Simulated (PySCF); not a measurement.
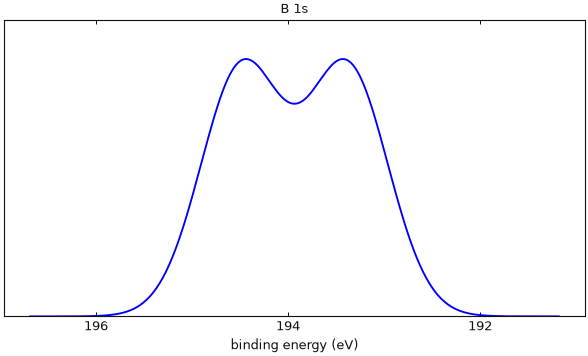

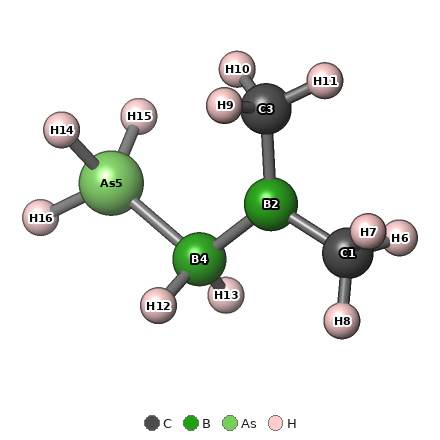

Simulated XPS of C₂H₁₁AsB₂, SMILES CB(C)[BH2-][AsH3+]. Vertical core-electron binding energies by ΔSCF (SCAN, pcX-2 on the ionised atom, pcseg-1 elsewhere, spin-free X2C; PySCF 2.14.0, at a PBE0-D3(BJ)/def2-SVP geometry (no frequency check)), gas phase, against the vacuum level. One atom of each kind was ionised; within a panel, areas follow the number of like atoms, Gaussians of 1.0 eV full width. Only the regions named are shown.

Q: Assign the components.

A:
| level | atoms | binding energy (eV) |
| --- | --- | --- |
| B 1s | B2 | 194.5 |
| B 1s | B4 | 193.4 |

Q: How large is the chemical shift across the B 1s region?

A: 1.1 eV, from B4 at 193.4 eV to B2 at 194.5 eV.

Note: one conformer of a flexible molecule.
